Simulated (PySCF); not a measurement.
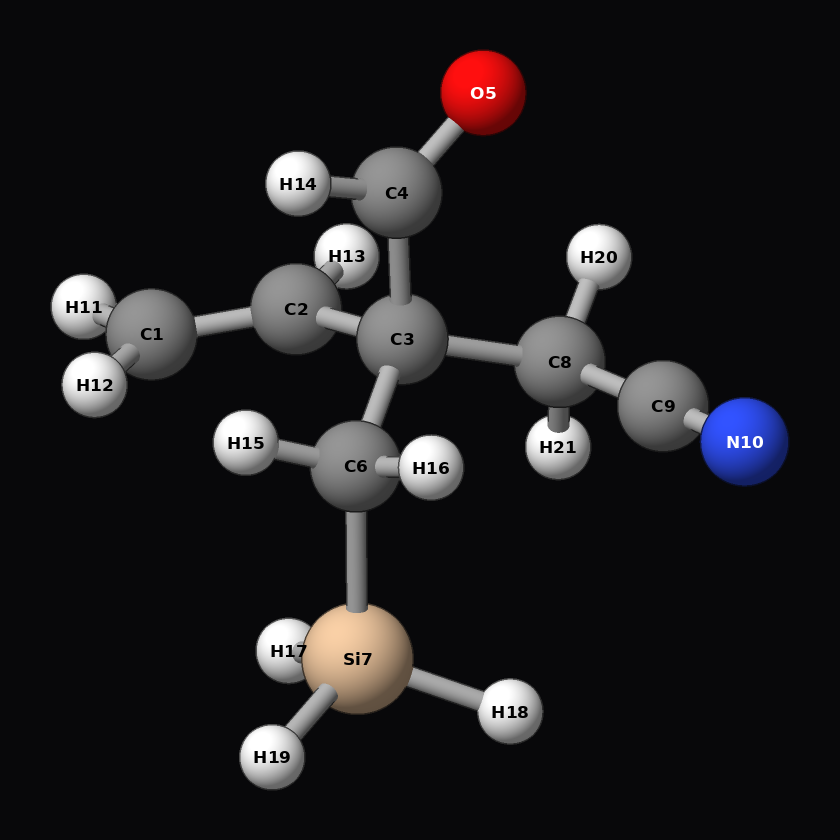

The geometry was computed by an optimisation with GFN2-xTB. No frequency run is at hand to confirm it as a minimum. Properties computed with GIAO PBE0/pcSseg-1 NMR shielding, non-relativistic, gas phase (PySCF 2.14.0). Principal shieldings σ11 ≤ σ22 ≤ σ33, span Ω = σ33 − σ11, skew κ = 3(σiso − σ22)/Ω.

Give the shielding tensors of the O atoms.

```csv
atom,σ11,σ22,σ33,σiso,Ω,κ
O5,−847.0,−412.7,350.8,−302.9,1197.8,0.27
```

Shieldings and span in ppm.

The geometry is semi-empirical. Around Si such bond lengths and angles can be off by a tenth of an ångström or more and by several degrees, and values that hang on the shape move with them.
